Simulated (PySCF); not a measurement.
SMILES [SiH3]/C=C\S (C₂H₆SSi), singlet at its CAM-B3LYP/def2-SVP optimised geometry (Å):

```
10

Si     1.6137    -0.6848     0.0000
C     -0.2544    -0.6848     0.0000
C     -1.0702     0.3788     0.0000
S     -0.6847     2.0900     0.0002
H      2.1579     0.0152    -1.2006
H      2.1006    -2.0900     0.0014
H      2.1578     0.0177     1.1992
H     -0.7557    -1.6592    -0.0001
H     -2.1579     0.2438    -0.0001
H      0.6610     1.9895     0.0009
```

Method: CAM-B3LYP/def2-TZVP run with PySCF.

Map of the electrostatic potential (hartree/e), clipped to [-0.08, 0.12] on the plane z = 0.8 Å:

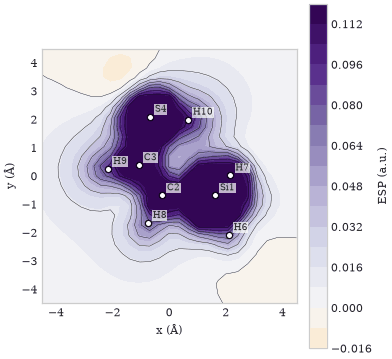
*Electrostatic potential (hartree/e), clipped to [-0.08, 0.12] on the plane z = 0.8 Å.*
